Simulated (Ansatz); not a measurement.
Band structure of YMg₆Cr (Amm2, 8 atoms in the cell).

```yaml
crystal:
  lattice:
    - [5.13915, 0.00000, 0.00000]
    - [0.00000, 3.21165, 5.64759]
    - [0.00000, -3.21165, 5.64759]
  atoms:
    - { symbol: Y, position: [0.50000, 0.16680, 0.16680] }
    - { symbol: Mg, position: [0.50000, 0.66302, 0.17326] }
    - { symbol: Mg, position: [0.50000, 0.17326, 0.66302] }
    - { symbol: Mg, position: [0.00000, 0.82314, 0.34520] }
    - { symbol: Mg, position: [0.00000, 0.34520, 0.82314] }
    - { symbol: Mg, position: [0.00000, 0.33586, 0.33586] }
    - { symbol: Mg, position: [0.00000, 0.82820, 0.82820] }
    - { symbol: Cr, position: [0.50000, 0.66451, 0.66451], spin: 3.0 }
```
(The spins are starting values, not results.)

Method: LDA (PW92), default PAW files made with PBE (plane waves; Ansatz, a quantum-chemistry and plane-wave program).

Settings: kpoints.mp_grid.grid = 3 3 3; hamiltonian.xc = lda; hamiltonian.pseudopotentials = {kind: paw} (the program's default PAW files); magnetization.spin_polarized = true; scf.occupations.method = cold; scf.occupations.width = 0.136 eV; kpoints.band_path.npoints = 10.

The starting cell comes from a database of computed structures (which also holds hypothetical and non-ambient phases and stackings), without a prior relaxation at this level. With one magnetic atom in the cell only a parallel order is possible.

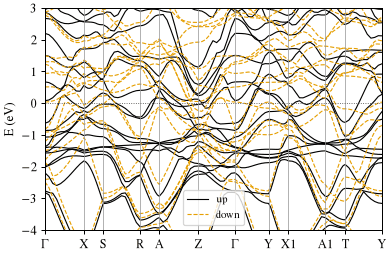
Fig. 1. Bands along the path, energies from the Fermi level.

Levels in eV from the Fermi level, bands 42 to 49 of the first spin channel:
| point | 42 | 43 | 44 | 45 | 46 | 47 | 48 | 49 |
|---|---|---|---|---|---|---|---|---|
| Γ | -1.39 | -1.07 | -0.86 | -0.64 | 0.07 | 0.67 | 1.50 | 2.20 |
| X | -0.52 | -0.36 | -0.24 | -0.17 | 0.56 | 0.80 | 1.30 | 1.70 |
| S | -0.81 | -0.67 | -0.04 | 0.32 | 0.73 | 0.77 | 0.98 | 1.90 |
| R | -1.25 | -1.12 | -0.49 | -0.44 | 0.40 | 1.17 | 1.33 | 1.48 |
| A | -1.27 | -1.25 | 0.16 | 0.43 | 0.46 | 0.71 | 0.84 | 1.39 |
| Z | -0.99 | -0.84 | -0.66 | -0.45 | -0.04 | 0.12 | 0.23 | 0.28 |
| Y | -0.51 | -0.27 | 0.28 | 0.30 | 0.91 | 1.24 | 1.60 | 1.66 |
| X1 | -0.52 | -0.36 | -0.24 | -0.17 | 0.56 | 0.80 | 1.30 | 1.70 |
| A1 | -1.27 | -1.25 | 0.16 | 0.43 | 0.46 | 0.71 | 0.84 | 1.39 |
| T | -1.15 | -1.14 | -1.05 | -0.61 | 1.23 | 1.27 | 1.48 | 1.64 |

Bands cross the Fermi level along this path, so the cell is metallic at this level.

The net moment of the cell came out as 4.25 μB.

Keys are those of Ansatz 0.2.
